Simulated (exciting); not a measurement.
LuAgO2, space group R-3m, O K edge of atom 3, with 1 Ag at 2.07 Å and 3 Lu at 2.20 Å (distorted tetrahedral, site symmetry 3m); the tensor is averaged over the atoms equivalent by symmetry. Method: exciting, all-electron LAPW+lo, LDA, exchange and screened direct term (singlet BSE), 3×3×3 shifted k points, 28 conduction bands, |G+q| up to 3 bohr⁻¹, full RPA screening with nempty = 52, Lorentzian half width 0.45 eV.

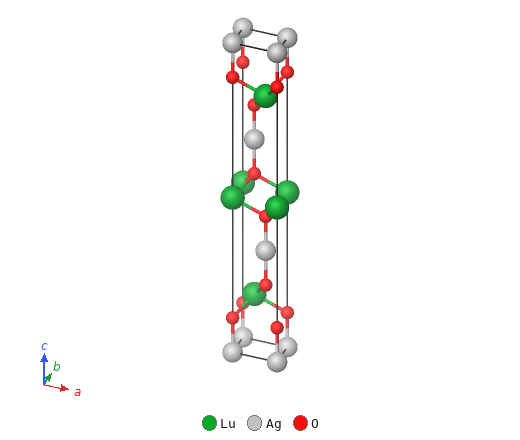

The structure (lutetium green, silver light grey, oxygen red). Some periodic images of atoms are drawn too.

```xyz
4
Lattice="1.6868 0.9739 6.1966 -1.6868 0.9739 6.1966 0.0000 -1.9478 6.1966" Properties=species:S:1:pos:R:3 pbc="T T T"
Lu    0.0000    0.0000    9.2949
Ag    0.0000    0.0000    0.0000
O     0.0000    0.0000    2.0653
O     0.0000    0.0000   16.5246
```

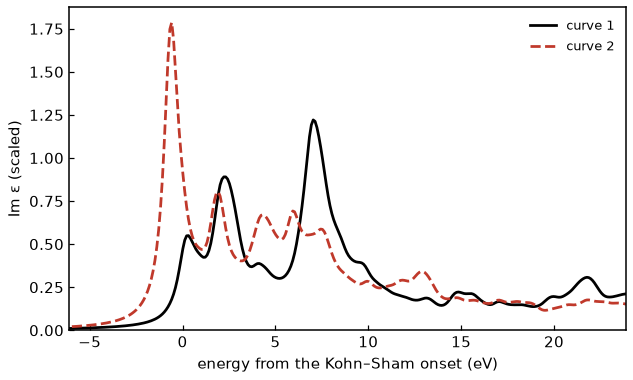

Energy from the Kohn–Sham onset, core level to the lowest empty state found on the meshes used; scaled to the maximum of the polarisation mean.

Question: The curves are the diagonal elements of Im ε for ε ∥ c and ⊥ c. Which is which?

Curve 1: ε ⊥ c, maxima 0.3 eV (0.55), 2.3 eV (0.89) and 7.0 eV (1.22); 3 lower ones aren't listed. Curve 2: ε ∥ c, maxima -0.6 eV (1.79), 1.9 eV (0.80) and 5.9 eV (0.69); 3 lower ones aren't listed. A K edge probes the empty p states along ε, which follow the bonds' lengths and directions.

[Banner, clock and machine lines of the logs are left out without a mark of their own.]

[Logs are printed without paths, hosts, clocks, repeated set-up lines and the standing remarks that a program may print on its own settings, such as how far it seeks lower states.]

[Hosts, paths, dates, database ids (printed as entryN), source tags and the programs' standing remarks are cut or masked in the printed files.]
